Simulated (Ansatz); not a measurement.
# BF2HS: the cost of one run

Computed with Ansatz 0.2.0, Gaussian basis. Level: PBE0-D4/def2-TZVP structures, single points in def2-TZVPP, no counterpoise correction.

Levels: SPW92, PBE-D4, BLYP-D4, r2SCAN-D4, B97M-V, PBE0-D4, B3LYP-D4, r2SCAN0-D4, BHLYP-D4, CAM-B3LYP-D4, wB97X-V, wB97M-V, B2PLYP, PBE-QIDH, RPA on PBE, Hartree-Fock, MP2, CCSD, CCSD(T).

Cores are frozen in the correlated methods. Filled d shells of the heavier atoms are correlated. B3LYP uses VWN-RPA correlation. B2PLYP carries no dispersion term here.

94 further runs of the same task are left out: 94 set aside as unsound or not needed.

### Step 1. The starting structure

The complex: 7 atoms, charge 0, spin multiplicity 1.

Atoms are counted from 1 here; the program's logs count them from 0.

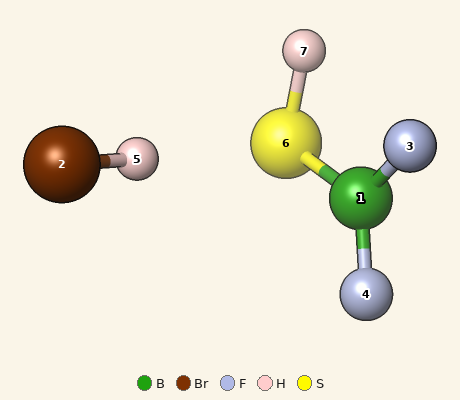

Start geometry, drawn with boron green, bromine brown, fluorine light blue, hydrogen pink, sulfur yellow; atoms are numbered from 1 in the order of the file.

As a file:

```xyz
7

B    -1.13934   -0.40299    0.34465
Br    2.42646   -0.05756   -1.97022
F    -2.00322    0.39011   -0.25057
F    -1.30461   -1.70399    0.26108
H     1.76055    0.00997   -0.70432
S     0.26966    0.23704    1.28339
H    -0.00949    1.52733    1.03600
```

Its parts: BF2HS holds atoms 1, 3, 4, 6, 7; HBr holds atoms 2, 5. Each part counts its atoms afresh in its own runs.

### Step 2. Relaxing BF2HS alone

The input, relax-a/in.yaml:

```yaml
crystal:
  periodic: [false, false, false]
  atoms:
    - {symbol: B, position_ang: [-1.139338, -0.402990, 0.344646]}
    - {symbol: F, position_ang: [-2.003219, 0.390110, -0.250575]}
    - {symbol: F, position_ang: [-1.304612, -1.703993, 0.261080]}
    - {symbol: S, position_ang: [0.269656, 0.237039, 1.283388]}
    - {symbol: H, position_ang: [-0.009492, 1.527330, 1.036002]}
basis:
  gaussian: {orbitals: def2-TZVP}
hamiltonian: {xc: pbe0, dispersion: d4}
relax: {f_tol: 0.005, max_steps: 200}
```

The run is started by

```bash
$ ansatz run in.yaml --threads 4 --pin off --events-out ev --progress --plain --max-ram 9574MiB
```

**Question.** How long does this run take on 4 threads of Arm Neoverse V2, shared host?

About 4.8 s.
